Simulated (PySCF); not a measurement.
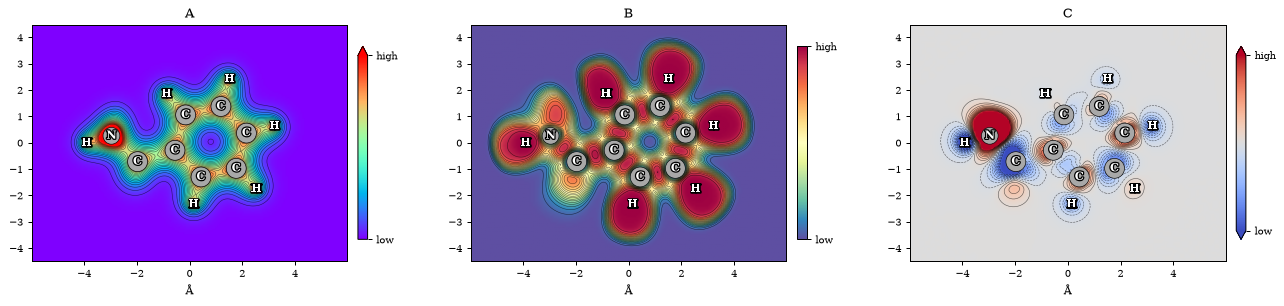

C7H9N (SMILES [NH2+]Cc1ccccc1) (charge +1, doublet): 3 fields on the plane of atoms C4, C5 and H14, with unlabelled colour scales. Grey discs cover the atomic cores.

Geometry: GFN2-xTB.

These are results of UKS B3LYP, pcH-1 on C H N, non-relativistic, mean-field spin-orbit, GIAO in PySCF, not measurements.

### Match the panels to the quantities (electron density, electron localisation function and spin density).

Panel A: electron density. Panel B: electron localisation function. Panel C: spin density (confined to the atoms that carry the unpaired spin). From the grid: C–C (1.38 Å): ρ at the midpoint is about 2.2 e/Å³; the ELF peaks at about 0.95 between the atoms (localised, covalent bonding). C–N (1.40 Å): ρ is about 2.1 e/Å³ halfway; the ELF peaks at about 0.95 between the atoms, as expected for localised, covalent bonding.
